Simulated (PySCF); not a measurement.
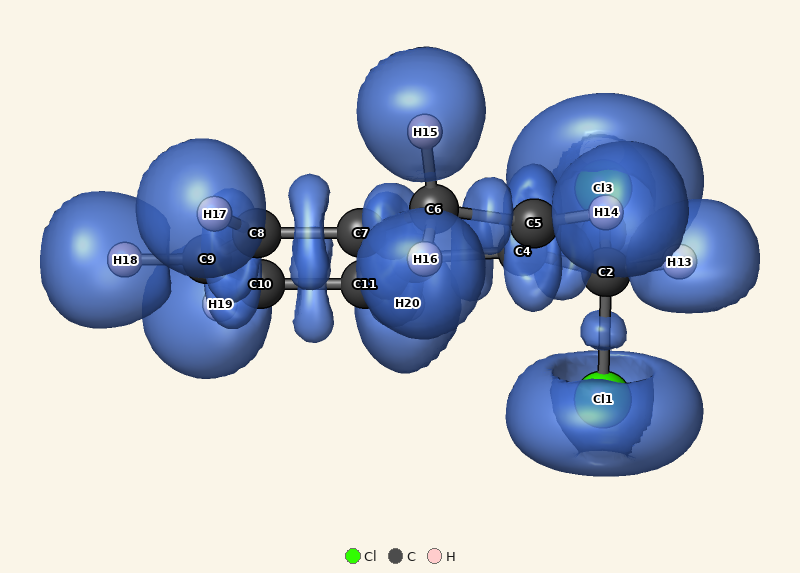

Figure 1: C₁₀H₈Cl₂. Isosurface of the electron localisation function at 0.8 (blue), seen from one side. Only the valence region is drawn (cores and ρ < 0.01 e/Å³ removed).

Geometry: PBE0-D3(BJ)/def2-SVP.

Level of theory: PBE0/pcSseg-1, SCF density, gas phase, non-relativistic (PySCF 2.14.0).

```yaml
atoms:
  - { symbol: Cl, position_ang: [-2.4062, -2.2045, -1.4950] }
  - { symbol: C, position_ang: [-2.4666, -1.3284, 0.0636] }
  - { symbol: Cl, position_ang: [-2.2163, -2.4674, 1.4199] }
  - { symbol: C, position_ang: [-1.4696, -0.2300, 0.0961] }
  - { symbol: C, position_ang: [-1.7723, 1.0803, 0.2259] }
  - { symbol: C, position_ang: [-0.5274, 1.9128, 0.2156] }
  - { symbol: C, position_ang: [0.5628, 0.8914, 0.0560] }
  - { symbol: C, position_ang: [1.9402, 1.0491, -0.0257] }
  - { symbol: C, position_ang: [2.7380, -0.0879, -0.1781] }
  - { symbol: C, position_ang: [2.1633, -1.3602, -0.2470] }
  - { symbol: C, position_ang: [0.7811, -1.5266, -0.1659] }
  - { symbol: C, position_ang: [-0.0142, -0.3908, -0.0142] }
  - { symbol: H, position_ang: [-3.4882, -0.9457, 0.1650] }
  - { symbol: H, position_ang: [-2.7787, 1.4905, 0.3264] }
  - { symbol: H, position_ang: [-0.4196, 2.4977, 1.1469] }
  - { symbol: H, position_ang: [-0.5349, 2.6491, -0.6084] }
  - { symbol: H, position_ang: [2.3957, 2.0413, 0.0272] }
  - { symbol: H, position_ang: [3.8234, 0.0181, -0.2443] }
  - { symbol: H, position_ang: [2.8055, -2.2360, -0.3661] }
  - { symbol: H, position_ang: [0.3306, -2.5187, -0.2199] }
```

**What do the ELF domains correspond to?**

At this value the surface marks out eleven regions between bonded C–C atoms (shared pairs), two regions between bonded C–Cl atoms (shared pairs), eight regions around hydrogen nuclei and two rings or bowls of non-bonding electrons around Cl.

Values along the shortest contacts:
C–C (1.35 Å): the ELF peaks at about 0.95 between the atoms, as expected for localised, covalent bonding. C–Cl (1.79 Å): the ELF peaks at about 0.90 between the atoms, as expected for a covalent bond.
